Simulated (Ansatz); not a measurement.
**Hypothetical zinc blende CsI: pressure series**

The reference is CsI in the zinc blende structure (space group F-43m, No. 216; a = 8.743 Å; a hypothetical phase, not in the database extracts checked).

Cell and atoms are relaxed at each pressure.

Method: PBE in Ansatz (plane waves to 420 eV, PAW, without spin-orbit coupling).

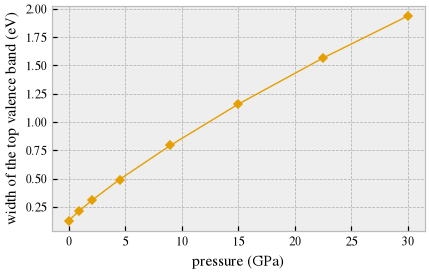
Fig. 1. Width of the top valence band against pressure

Problem. From the plot, what is the width of the top valence band for pressure 15 GPa?

Solution. About 1.2 eV.

Problem. Is the trend monotonic over the range shown?

Solution. Yes, it rises throughout, spanning 0.13 eV to 1.94 eV.

Spin-orbit coupling, missing from the scalar runs, can matter with I. The levels and masses belong to the bands next to the band gap. Load acts through the strain it causes; cell and atoms are relaxed under it. Stability against distortions was not tested. Competing high-pressure phases were not computed.

Ansatz is a quantum-chemistry and plane-wave program.
